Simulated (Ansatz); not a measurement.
The parent structure is GaSb in the zinc blende structure (space group F-43m, No. 216; a = 6.1324 Å).

Structures relaxed with r2SCAN, PAW, 500 eV (Ansatz, a program for electronic structure; scalar-relativistic without spin-orbit coupling).

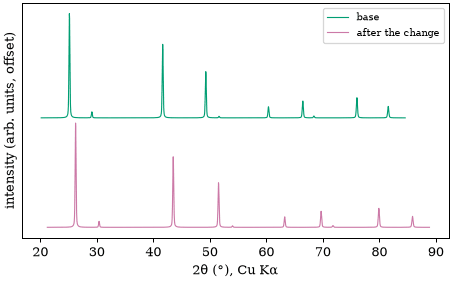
Simulated powder patterns before (top) and after one change

Question: Which of these changes matches the shifts?
A) pressure 1.8 GPa
B) pressure 18 GPa
C) pressure 60 GPa
D) pressure 9 GPa

Answer: D, pressure 9 GPa. Its volume per atom is 25.43 Å³ against 28.83 Å³, and its space group is F-43m (No. 216).

Load acts through the strain it causes; cell and atoms are relaxed under it. Stability against distortions was not tested. Tetrahedral semiconductors of this kind turn to denser phases somewhere between about 1 and 50 GPa; those were not computed, so compressed cells here can lie past the real transition.
